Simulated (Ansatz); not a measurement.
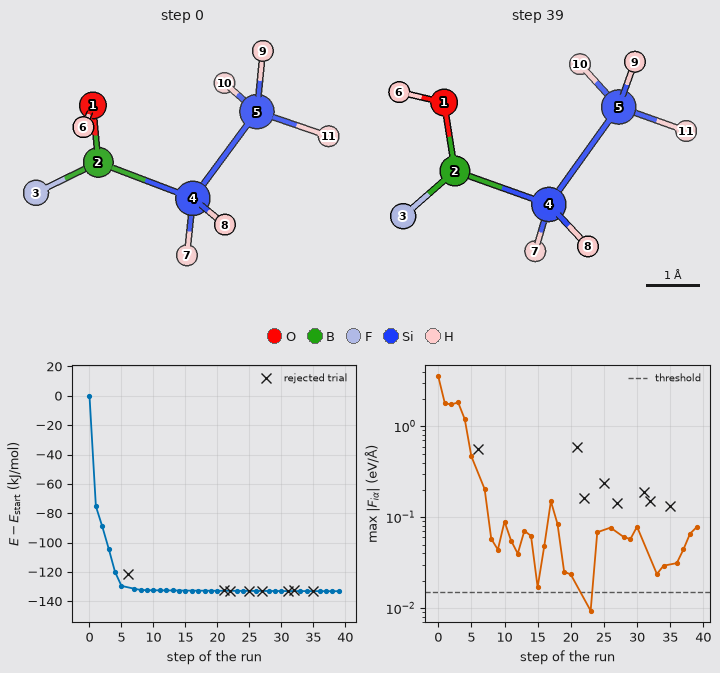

First and last geometry of a relaxation of BSi₂H₆OF, with the history of the run. A ball-and-stick model, seen at a tilt.

The run prepares an end point of a later path (torsion) calculation, from a guessed geometry.

These are results of Ansatz 0.2.0, RHF/def2-SVP, not measurements. Set-up: no spin polarisation; force threshold 0.015 eV/Å; at most 40 steps.

### Did the run converge, and what did it change?

The relaxation stopped without meeting its thresholds, so the last structure isn't shown to be converged. It used up its limit of 40 steps. H6 moves most after the best rigid fit: 1.34 Å. Largest moves by element: H 1.34 Å, F 1.28 Å, O 0.38 Å, B 0.33 Å, Si 0.17 Å. Among the contacts that change: Si4–Si5 2.185 → 2.370 Å, B2–F3 1.454 → 1.331 Å, O1–B2 1.421 → 1.340 Å, B2–Si4 1.978 → 2.053 Å. Among the angles between lasting bonds that change: B2–O1–H6 106.3° → 114.6°, O1–B2–F3 121.3° → 118.0°, B2–Si4–H8 106.1° → 109.3°. Groups turn about O1–B2 by about 85°, B2–Si4 by about 50°. After 31 accepted moves (39 points after the start) the energy has fallen by 133.1 kJ/mol. The largest force component goes from 3.5 to 0.078 eV/Å. The line search rejected the trial steps at points 6, 21, 22, 25, 27, 31, 32, 35 of the run. The forces were under the threshold at step 23, but the run went on from there. The run took 48 s on 2 threads of Arm Neoverse V2 (shared host), peak memory 0.21 GiB.
